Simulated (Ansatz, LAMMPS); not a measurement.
# Li+ triflate in gamma-butyrolactone and sulfolane and fluoroethylene carbonate at 290 K (233 atoms): a single point, part 2 of 2

What does DFT give for Li+ triflate in gamma-butyrolactone and sulfolane and fluoroethylene carbonate at 290 K (233 atoms) as built?

Ansatz 0.2.0; Kohn-Sham DFT, LDA, PAW (set soft_2), plane waves.

The cell: 45 O, 9 S, 65 C, 101 H, 11 F and 2 Li. The network of contacts between molecules at the start is that of the classical potential that made the cell. The functional has no dispersion term. The density was typed from a rule of thumb and may lie off the real one at this temperature. Only the Γ point is sampled, in a cell whose shortest periodic width is 14 Å.

So far. Step 3 (Plane-wave single point): About 27 of the 768 electrons lie in deeper levels, below the stored range.

## 3. Plane-wave single point (continued)

The levels nearest the highest filled one (over half full), pooled over k-points and spins:

```
level less the highest filled one (eV)  occupation
                                -0.901           2
                                -0.763           2
                                -0.611           2
                                -0.592           2
                                -0.525           2
                                     0           2
                                  3.76           0
                                  3.76           0
                                  3.93           0
                                  3.95           0
                                  4.00           0
                                  4.03           0
```

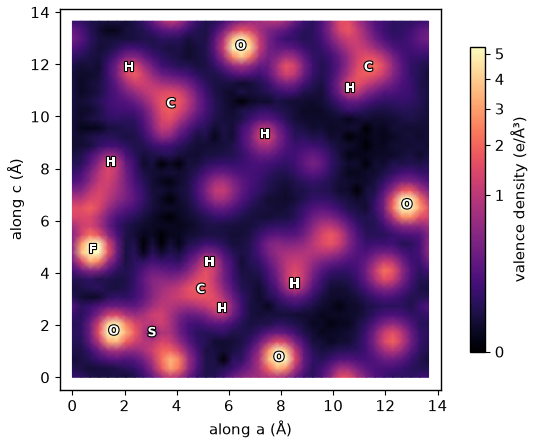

Valence density in the ac plane at fractional y = 0.015, with atoms of H and S and O and C and F within 0.2 Å of it. It is the smooth field of the valence electrons, not physical close to the nuclei. The map starts off the cell's origin, so that atoms lie inside it. The colour scale is stretched toward low values.

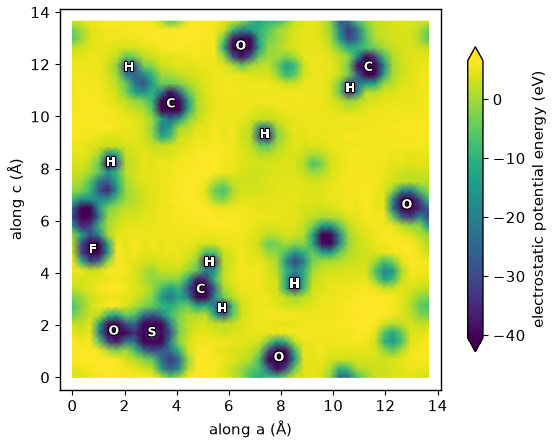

Electrostatic potential energy in the ac plane at fractional y = 0.015, with atoms of H and S and O and C and F within 0.2 Å of it. With pseudopotentials it is smooth inside the atoms' cores, unlike the true potential. The map starts off the cell's origin, so that atoms lie inside it.

Mean Löwdin charges: C -0.09, F -0.23, H +0.21, Li +0.72, O -0.51, S +2.15 e (they miss 1.5 % of the electrons, so they add up to more than the cell's charge). The largest share in the top eV of filled states is O p (80 % of the projected weight), and in the lowest eV of empty states C p (49 % of the projected weight).

## 4. Distances and neighbours

These statistics describe the geometry on which the runs were made.

Density 1.38 g/cm³, 10.92 Å³ an atom.

Pair distribution functions g(r), in bins of 0.2 Å:

```
r (Å)  total   H-H   H-C   H-O   H-F   H-S  H-Li
 1.00   1.79  0.00  7.40  0.00  0.00  0.00  0.00
 1.20   1.59  0.00  5.55  0.00  0.00  0.00  0.00
 1.40   1.53  0.00  0.00  0.00  0.00  0.00  0.00
 1.60   0.40  0.42  0.00  0.00  0.00  0.00  0.00
 1.80   0.66  2.33  0.00  0.00  0.00  0.00  0.00
 2.00   0.65  0.21  1.23  1.24  1.36  0.00  0.00
 2.20   1.51  0.73  3.66  0.19  0.19  1.08  0.00
 2.40   1.05  2.02  0.11  0.73  0.46  4.55  0.00
 2.60   1.08  1.52  0.36  1.43  1.93  0.16  0.00
 2.80   0.78  1.08  0.73  1.57  0.71  0.55  0.00
 3.00   0.86  1.20  0.69  1.25  0.92  0.86  0.53
 3.20   0.89  0.61  1.11  1.34  1.16  0.89  0.00
 3.40   0.94  0.60  1.27  1.16  0.86  1.04  0.87
 3.60   0.84  0.93  0.79  0.71  0.84  1.72  0.39
 3.80   0.86  0.98  0.76  0.79  0.95  1.40  1.40
 4.00   0.89  1.06  0.72  0.80  0.74  0.41  1.57
 4.20   0.98  0.94  0.90  1.27  0.93  0.88  0.85
 4.40   1.00  0.97  0.83  1.09  0.89  0.58  0.78
 4.60   0.95  0.82  0.97  0.96  0.87  0.95  1.44
 4.80   0.93  0.83  0.91  0.88  1.34  0.88  0.87
 5.00   1.04  0.89  1.04  1.08  1.10  0.80  1.01
 5.20   1.14  1.17  1.11  1.18  1.04  0.82  0.73
 5.40   1.06  1.09  0.98  0.90  1.16  1.10  1.03
 5.60   1.08  1.00  1.19  1.04  1.16  1.14  1.43
 5.80   1.04  1.15  1.08  0.76  0.87  0.99  1.78
 6.00   1.06  1.08  1.04  0.97  0.73  0.99  1.53
 6.20   1.02  1.04  1.11  0.95  0.88  1.07  1.17
 6.40   1.02  0.95  1.12  0.97  1.18  0.79  0.86
```

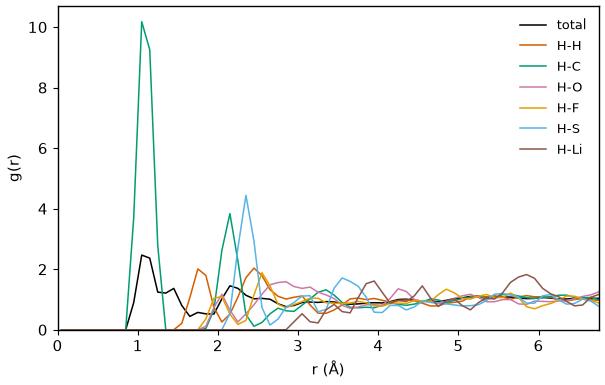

Pair distribution functions, lightly smoothed.

Bonds by pair of elements; cutoffs follow the first minimum of g(r), held within bounds set by covalent radii, and pairs that aren't listed don't count as bonded:

```
pair A-B  cutoff (Å)  bonds  mean length (Å)  spread (Å)  shortest (Å)  B about A  A about B
     H-C        1.34    101             1.10       0.033          1.01          1       1.55
     C-C        1.85     41             1.50       0.033          1.41       1.26       1.26
     C-O        1.73     40             1.34       0.072          1.21      0.615      0.889
     C-F        1.62     11             1.35       0.034          1.31      0.169          1
     C-S        2.21     16             1.77       0.025          1.73      0.246       1.78
     O-S        1.88     20             1.45        0.02          1.42      0.444       2.22
    O-Li        2.52      9             2.00       0.132          1.82        0.2        4.5
```

How many atoms have how many bonded neighbours:

```
element  mean    1   2   3   4  5
      C  3.85    0   0  10  55  0
      F     1   11   0   0   0  0
      H     1  101   0   0   0  0
     Li   4.5    0   0   0   1  1
      O  1.53   21  24   0   0  0
      S     4    0   0   0   9  0
```

Bond angles, per cent of each kind in bins of 5°:

```
angle (°)  C-C-H  H-C-H  C-S-O  H-C-S  C-C-O
   95–100    0.0    4.2    0.0    3.6   12.0
  100–105    4.7   12.5   14.7   21.4   32.0
  105–110   36.9   29.2   50.0   39.3   28.0
  110–115   37.6   41.7   29.4   32.1    8.0
  115–120   17.4    8.3    5.9    3.6    0.0
  120–125    3.4    4.2    0.0    0.0    8.0
  125–130    0.0    0.0    0.0    0.0    8.0
  130–135    0.0    0.0    0.0    0.0    4.0
```

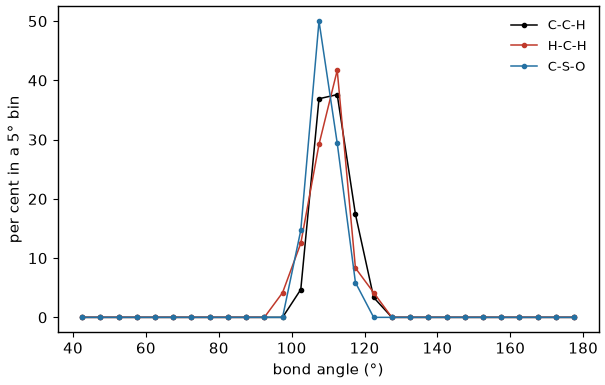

Distributions of the most common bond angles.

Bond angles (no mean is given where the spread exceeds 20°):

```
angle  count  mean (°)  spread (°)
C-C-H    149       111         4.3
H-C-H     48       110         5.1
C-S-O     34       109         3.7
H-C-S     28       108           4
C-C-O     25       109         9.5
```

Bond length by coordination (bonds to H left out):

```
element  coordination  atoms  mean bond length (Å)
      C             3     10                  1.34
      C             4     55                  1.51
     Li             4      1                  1.87
     Li             5      1                  2.10
      O             1     21                  1.37
      O             2     24                  1.50
```

Rings of the network by King's shortest-path rule, up to 12 atoms, one path for each pair of neighbours; H, halogens, alkali and alkaline-earth atoms are left out, and the last column divides by all other atoms, bonded or not:

```
ring size (atoms)  rings  per network atom
                5     17             0.143
```

By these cutoffs 85 % of C atoms have 4, all F atoms have 1, all H atoms have 1 and 50 % of Li atoms have 4 and as many 5 bonded neighbours. The C-C-H angle averages 111° with a spread of 4°. All rings counted have 5 atoms.

The surroundings of C108, which bears the longest force, nearest first, numbered as they follow in the input and with coordinates relative to it.

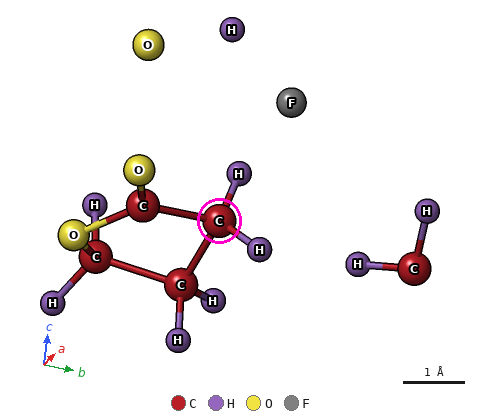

The atoms of the table, within 3.5 Å (arrows a, b, c point along x, y, z); some may hide others; the central atom is ringed.

```
atom      x      y      z  distance (Å)  bonds  Löwdin charge (e)     Fx     Fy  Fz (eV/Å)
C108   0.00   0.00   0.00          0.00      4              -0.38  -1.28  -2.73      -3.57
H113  -0.21   0.29   0.95          1.01      1               0.24  -0.08   0.91       3.29
H112   0.70   0.55  -0.58          1.06      1               0.24   1.10   1.08      -0.10
C107   0.38  -1.42  -0.16          1.48      3               0.57   3.21  -2.18       1.20
C109  -1.27  -0.16  -0.79          1.50      4              -0.30  -1.52   0.81      -0.39
H115  -1.00  -0.16  -1.83          2.09      1               0.21   0.02  -0.11      -0.95
H114  -1.99   0.62  -0.68          2.19      1               0.19  -0.89   1.09       0.31
C110  -1.82  -1.51  -0.44          2.40      4              -0.07  -1.97   1.32      -0.84
O111  -0.67  -2.24  -0.55          2.40      2              -0.25   3.04  -0.97       0.92
O106   1.52  -1.87   0.03          2.42      1              -0.41  -2.52   0.37      -0.75
H117  -2.22  -1.53   0.58          2.76      1               0.19   0.08  -0.11       0.56
 H15  -1.10   2.73   0.17          2.95      1               0.21   0.03  -0.83      -0.08
F221  -1.09   1.25   2.66          3.14      1              -0.20   0.32  -0.10      -0.66
O218  -0.42  -1.47   2.87          3.25      1              -0.78   0.13   0.64       1.05
H173   1.92  -0.73   2.63          3.33      1               0.22  -0.11   0.39      -0.64
H116  -2.65  -1.91  -1.10          3.44      1               0.21   0.98   0.40       0.17
 H14   0.52   3.34   0.76          3.47      1               0.22  -0.34  -0.18      -0.54
  C7  -0.32   3.48   0.03          3.49      4              -0.50   0.14  -0.80       0.93
```

The column of bonds counts only the pairs H-C within 1.34 Å, C-C within 1.85 Å, C-O within 1.73 Å, C-F within 1.62 Å, C-S within 2.21 Å, O-S within 1.88 Å, O-Li within 2.52 Å; other neighbours, such as metal atoms beside each other in a compound, aren't counted, and periodic images can show an atom twice.

## 5. What came out

| Quantity | Value |
| --- | --- |
| free energy per atom | -254.4422 eV/atom |
| pressure | 0.7753 GPa |
| r.m.s. force component | 0.9995 eV/Å |
| gap (highest filled to lowest empty level) | 3.761 eV |
| wall time of the 1 DFT run | 55 s |

**Reading.** Between filled and empty levels lie 3.76 eV (at Γ alone); a local or semilocal functional tends to put such gaps too low. In a disordered cell it changes from sample to sample and from frame to frame. Counting bonds as in the table, 85 % of C atoms have 4, all F atoms have 1, all H atoms have 1 and 50 % of Li atoms have 4 and as many 5 bonded neighbours.

What to keep in mind: The force components of 1.00 eV/Å r.m.s. reflect the temperature of the frame as well as the gap between the generating potential and DFT, above all in bond lengths inside molecules. The pressure of a single frame lacks the kinetic term.

[Logs are printed without paths, hosts, clocks, repeated set-up lines and the standing remarks that a program may print on its own settings, such as how far it seeks lower states.]

[Hosts, paths, dates, database ids (printed as entryN), source tags and the programs' standing remarks are cut or masked in the printed files.]
